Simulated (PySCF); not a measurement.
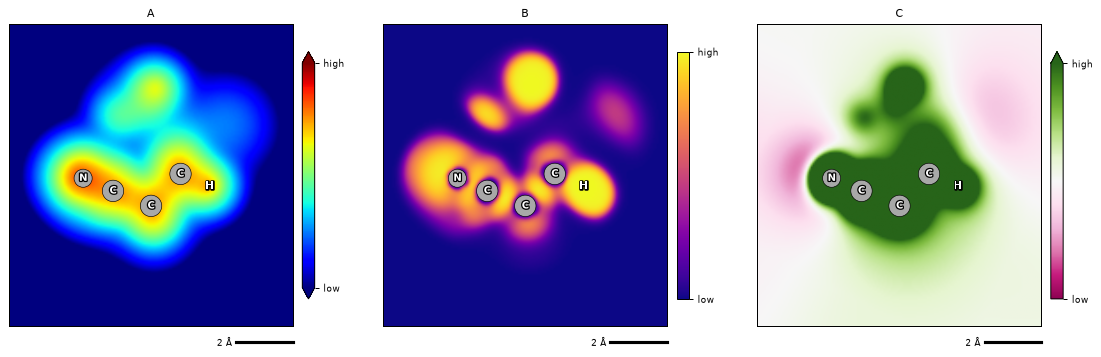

C₄H₈NPSe: 3 fields on the plane of atoms C5, C4 and H13, with unlabelled colour scales. Grey discs cover the atomic cores.

Geometry: GFN2-xTB.

Theory: B3LYP/def2-SVPD, SCF density, gas phase in PySCF 2.14.0.

The panels show electron density, electron localisation function and electrostatic potential in some order. Assign them.

Panel A: electron density. Panel B: electron localisation function. Panel C: electrostatic potential (strongly positive close to the atoms, with negative regions outside electron-rich atoms). From the grid: C–N (1.14 Å): the density is about 3.6 e/Å³ at the midpoint; the ELF peaks at about 0.90 between the atoms; a multiple bond. C–C (1.44 Å): the density is about 1.9 e/Å³ at the midpoint; the ELF peaks at about 0.95 between the atoms; a covalent bond.
